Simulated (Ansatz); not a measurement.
Input file:

```
crystal:
  periodic: [false, false, false]
  atoms:
    - {symbol: B, position_ang: [-1.012276, -0.541842, -0.423353]}
    - {symbol: Cl, position_ang: [0.920903, -2.497808, 1.143899]}
    - {symbol: Cl, position_ang: [2.090651, -1.147992, -1.693210]}
    - {symbol: Cl, position_ang: [1.796862, 0.736001, 1.019694]}
    - {symbol: Si, position_ang: [0.928243, -0.800539, -0.033851]}
    - {symbol: H, position_ang: [-1.513928, -1.099477, -1.366265]}
    - {symbol: H, position_ang: [-1.698901, 0.084470, 0.343446]}
basis:
  gaussian: {orbitals: def2-TZVPD}
hamiltonian: {xc: pbe0}
output: {forces: true, orbitals: {seedname: orbitals}}
```

Command:

```sh
ansatz run input.yaml --threads 2 --pin off --max-ram 5220MiB --events-out events.jsonl --progress --plain --runs-dir runs
```

Geometry: PBE0-D4/def2-SVP.

The calculation used isolated molecule in a Gaussian basis; Kohn-Sham density functional theory, functional PBE0 in Ansatz 0.2.0.

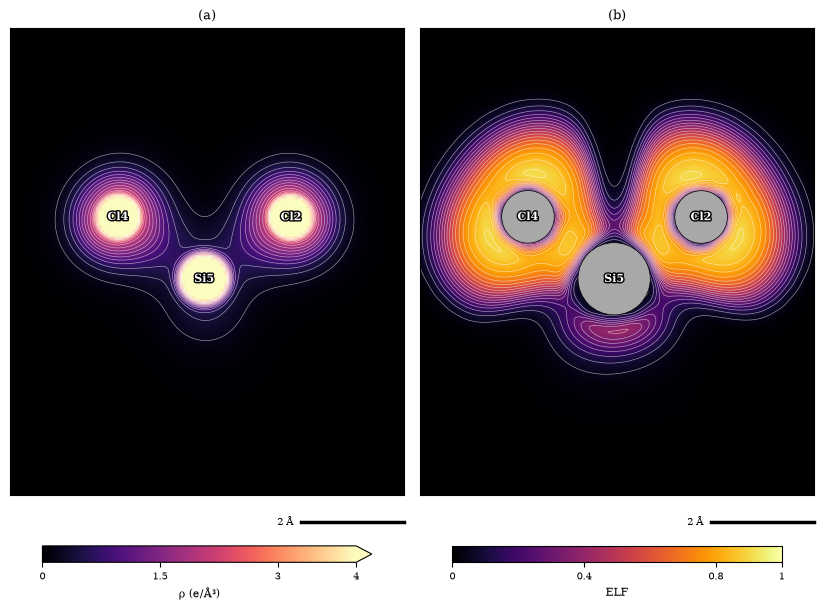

BCl3H2Si (SMILES B[Si](Cl)(Cl)Cl). (a) electron density; (b) electron localisation function on the plane of atoms Cl2, Si5 and Cl4. Grey discs cover the atomic cores in the ELF map.

### What do the fields say about this system?

Atoms in the plane: Cl and Si.
Si–Cl (2.07 Å): ρ at the midpoint is about 0.89 e/Å³; the ELF peaks at about 0.85 between the atoms; a polar covalent bond.
The ELF also peaks beside Cl2 and Cl4, away from the bonds: lone-pair regions.
